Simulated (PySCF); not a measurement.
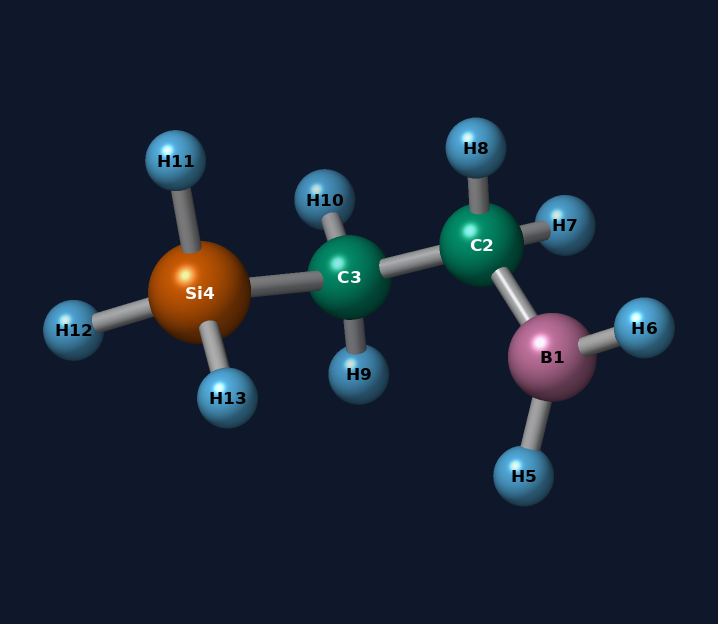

The computed structure is the end point of a PBE0-D3(BJ)/def2-SVP optimisation. No frequency run is at hand to confirm it as a minimum. Properties computed with delta-SCF UKS SCAN, pcX-2 on the ionised atom, pcseg-1 elsewhere, non-relativistic (PySCF 2.14.0).

Give the core-electron binding energies (to vacuum; p and d levels without spin–orbit splitting) of B1 1s, C2 1s, C3 1s, Si4 1s, Si4 2p.

```csv
atom,level,binding energy (eV)
B1,1s,196.0
C2,1s,290.4
C3,1s,290.2
Si4,1s,1842.0
Si4,2p,106.8
```
